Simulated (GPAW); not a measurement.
Ca2RuO4 (Cmce) has these O sites:
A. atom 7: 2 Ru at 1.96 Å and 2 Ca at 2.37 Å (4-fold, site symmetry m), then 1 O at 2.74 Å and 4 O at 2.77 Å
B. atom 11: 1 Ru at 2.09 Å, 1 Ca at 2.28 Å and 4 Ca at 2.67 Å (distorted octahedral, site symmetry 2), then 4 O at 2.86 Å and 4 O at 3.41 Å

Their O K edges were computed (GPAW, LDA, excited-electron core hole (neutral cell), 14-atom cell with 5.3 Å between holes, 4×4×4 k points, dipole transitions, Gaussian full width 0.9 eV up to 4 eV, rising linearly to 3.5 eV at 25 eV) and are given in random order.

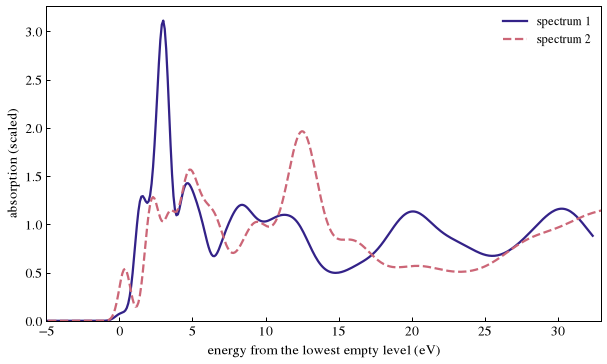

On one photon-energy scale, from the lowest onset; each scaled to a mean of 1 over its first 20 eV.

Q: Which spectrum belongs to which site?

Spectrum 1 is B (onset at +0.00 eV, maxima 1.6 eV (1.29), 3.0 eV (3.11) and 4.7 eV (1.43) above its own zero). Spectrum 2 is A (onset at +0.30 eV, maxima 0.1 eV (0.54), 2.0 eV (1.28), 4.5 eV (1.57) and 12.2 eV (1.96) above its own zero).

[Hosts, paths, dates, database ids (printed as entryN), source tags and the programs' standing remarks are cut or masked in the printed files.]

[Lists of maxima count a maximum above −3 eV only where it reaches 4 % of the highest in the window and stands out from its surroundings by 2 % of it (1.5 % where it reaches 55 %); shoulders and weaker maxima are passed over, and of the rest the first, up to two pre-edge ones and the few strongest are named.]
